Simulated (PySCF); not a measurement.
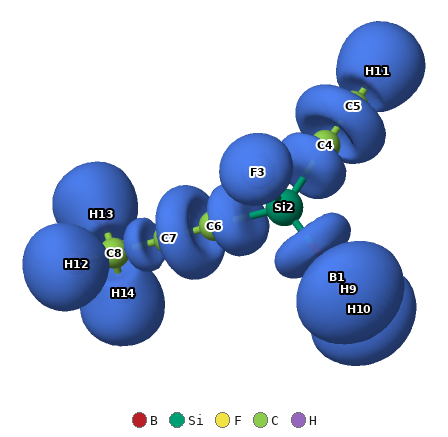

The picture shows: C₅H₆BFSi. Isosurface of the ELF at 0.75 (blue), seen at a tilt. Core shells and regions of very low density are left out.

Geometry: GFN2-xTB.

Theory: PySCF, PBE0/pcSseg-1, SCF density, gas phase, non-relativistic.

```xyz
14

B    -1.8692   -2.0179    0.7340
Si   -1.1918   -0.4183   -0.1493
F    -1.4336   -0.4849   -1.7658
C    -2.0422    1.1598    0.3563
C    -2.6199    2.1546    0.7046
C     0.6240   -0.0864    0.0221
C     1.8081    0.1054    0.1385
C     3.2267    0.3483    0.2712
H    -2.4069   -2.8736    0.1463
H    -1.7551   -2.1574    1.8893
H    -3.1170    3.0350    0.9970
H     3.7676   -0.1625   -0.5255
H     3.4272    1.4176    0.2054
H     3.5814   -0.0203    1.2339
```

Question: Describe the localisation domains.

Answer: The surface consists of one region between bonded B–Si atoms (shared pairs), three regions between bonded C–C atoms (shared pairs), two regions between bonded C–Si atoms (shared pairs), six regions around hydrogen nuclei and one region wrapped around F (its lone pairs, merged into a ring or cap). Profiles from the grid: C–C (1.20 Å): the ELF peaks at about 0.85 between the atoms: a multiple bond. Si–F (1.64 Å): the ELF peaks at about 0.85 in the valence shell of F, 0.6 Å from its nucleus, and is about 0.55 at the midpoint.
